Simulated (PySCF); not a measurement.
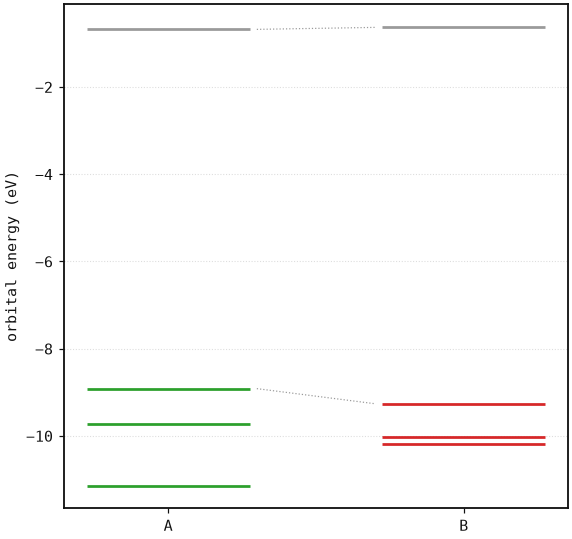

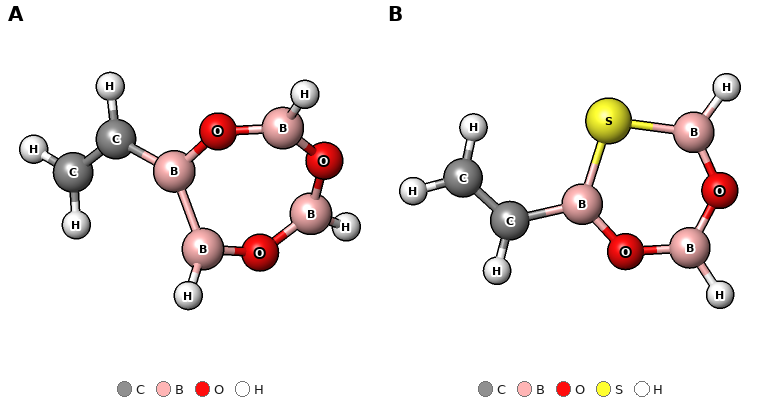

Related molecules: A is C₂H₆B₄O₃, SMILES C=CB1BOBOBO1; B is C₂H₅B₃O₂S, SMILES C=CB1OBOBS1. Frontier orbital energies, CAM-B3LYP/def2-SVPD with PySCF, at a GFN2-xTB geometry (no frequency check); drawn are at most three filled levels and, in grey, the LUMO with any level within 0.03 eV of it; dotted lines join the HOMOs and the LUMOs.

> What does the change do to the frontier levels?

From A to B the HOMO falls by 0.35 eV and the LUMO hardly moves, so the separation goes from 8.24 to 8.63 eV.

Limits of at least one run: one conformer of a flexible molecule; the tight-binding geometry is rougher than a DFT one and adds to the error.
